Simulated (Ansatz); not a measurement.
System: CH7BGaN.

```yaml
atoms:
  - { symbol: C, position_ang: [-0.4831, 1.4564, 0.2671] }
  - { symbol: B, position_ang: [-0.0834, -0.0604, 0.1666] }
  - { symbol: N, position_ang: [-0.4628, -0.9469, 1.1721] }
  - { symbol: Ga, position_ang: [1.0282, -0.8911, -1.4339] }
  - { symbol: H, position_ang: [-1.0669, 1.7622, -0.6082] }
  - { symbol: H, position_ang: [-1.0618, 1.7085, 1.1630] }
  - { symbol: H, position_ang: [0.4089, 2.0924, 0.2522] }
  - { symbol: H, position_ang: [-0.9941, -0.6624, 1.9827] }
  - { symbol: H, position_ang: [-0.2388, -1.9279, 1.1664] }
  - { symbol: H, position_ang: [1.5825, -0.0874, -2.6778] }
  - { symbol: H, position_ang: [1.3712, -2.4433, -1.4503] }
```

Geometry: PBE0-D4/def2-TZVP.

Theory: Ansatz, RKS PBE0-D4/def2-TZVPP.

> Predict the electron density and electron localisation function between the atoms.

B–N (1.39 Å): ρ is about 2 e/Å³ halfway; the ELF peaks at about 0.90 between the atoms: a short, strongly polar bond.
C–B (1.57 Å): the density is about 1.4 e/Å³ at the midpoint; the ELF peaks at about 0.95 between the atoms; a shared electron pair.
Ga–B (2.12 Å): the density is about 0.65 e/Å³ at the midpoint; the ELF peaks at about 0.95 between the atoms, as expected for localised, covalent bonding.
N–H (1.01 Å): ρ is about 3 e/Å³ halfway; the ELF climbs to about 1 towards the hydrogen, as it does in any bond to H; an ordinary covalent bond to hydrogen.

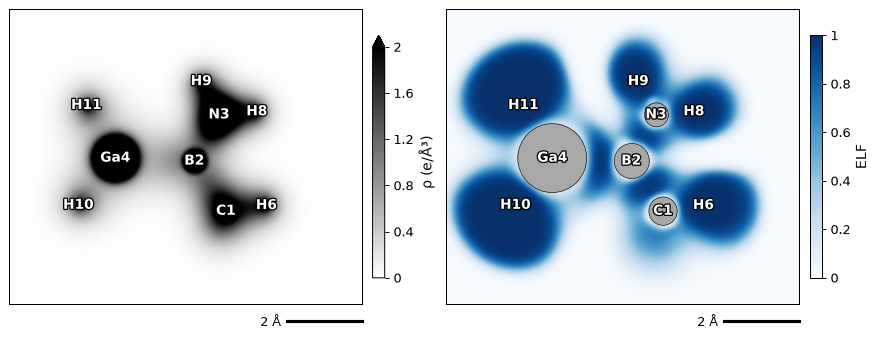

Computed electron density and electron localisation function on the plane of atoms B2, N3 and H8, in this order. Grey discs cover the atomic cores in the ELF map. 
